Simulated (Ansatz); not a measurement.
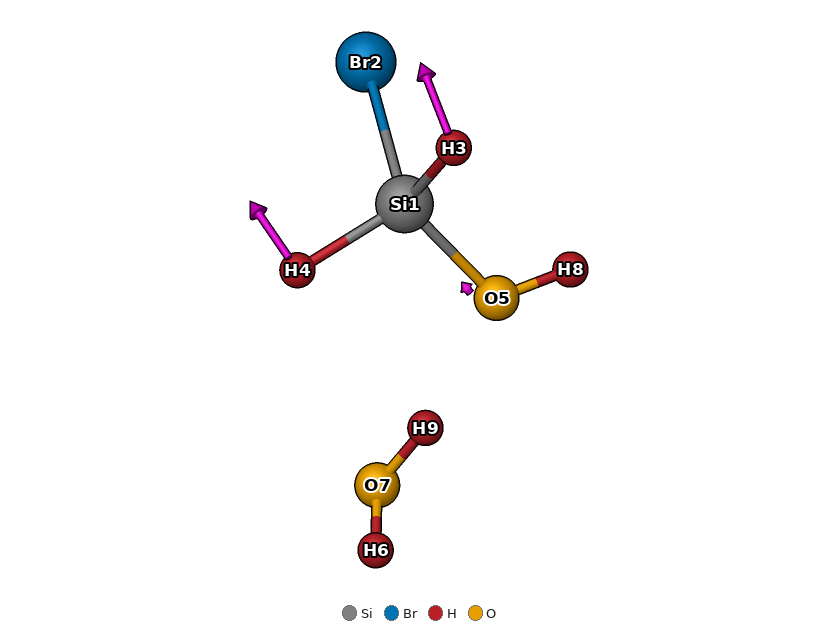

The arrows show one normal mode. Harmonic vibrations computed with RKS PBE0-D4/def2-TZVP (Ansatz 0.2.0) at a stationary point of the same level.

> At what wavenumber does it lie?

890 cm⁻¹; it is mode 13 of 21 counted from the lowest.
